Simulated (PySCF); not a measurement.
Input file:

```
{"job": {"kind": "epr", "basis": "pcH-1"}, "charge": 0, "multiplicity": 2}
Si     2.920133    -0.166413    -0.359429
O      1.485787     0.345393    -0.923508
C      0.226438     0.205513    -0.467332
C     -0.157262    -0.461385     0.679286
C     -1.636502    -0.395907     0.845686
C     -2.118887     0.414538    -0.373050
C     -0.870710     0.736389    -1.121057
H      3.780852     0.379465    -1.395750
H      3.193460     0.384943     0.970114
H      2.966161    -1.628509    -0.277584
H      0.502171    -0.960052     1.363247
H     -1.910501     0.087613     1.788544
H     -2.078663    -1.396790     0.868265
H     -2.646590     1.324229    -0.071038
H     -2.814677    -0.160540    -0.991356
H     -0.848807     1.300456    -2.033115
```

Launched as:

```sh
OMP_NUM_THREADS=1 python probes_run.py task.json out
```

Geometry: GFN2-xTB.

Level of theory: PySCF, UKS B3LYP, pcH-1 on C H O Si, non-relativistic, mean-field spin-orbit, GIAO.

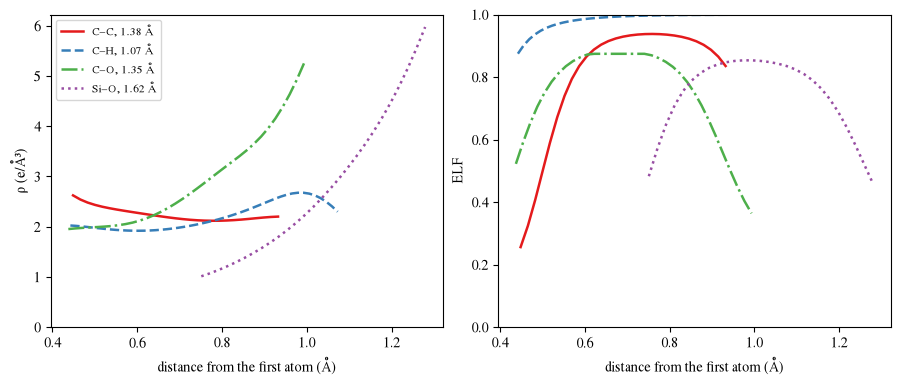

C₅H₉OSi (doublet). Total electron density and ELF along straight lines between neighbouring atoms. The curves leave out the atomic cores.

### What can be read from the curves?

C–C (1.38 Å): ρ is about 2.2 e/Å³ halfway; the ELF peaks at about 0.95 between the atoms: localised, covalent bonding.
C–H (1.07 Å): ρ is about 1.9 e/Å³ halfway; the ELF is about 1 at the midpoint; an ordinary covalent bond to hydrogen.
C–O (1.35 Å): ρ is about 2.4 e/Å³ halfway; the ELF peaks at about 0.85 between the atoms; a polar covalent bond.
Si–O (1.62 Å): the density is about 1.2 e/Å³ at the midpoint; the ELF peaks at about 0.85 between the atoms, as expected for a polar covalent bond.
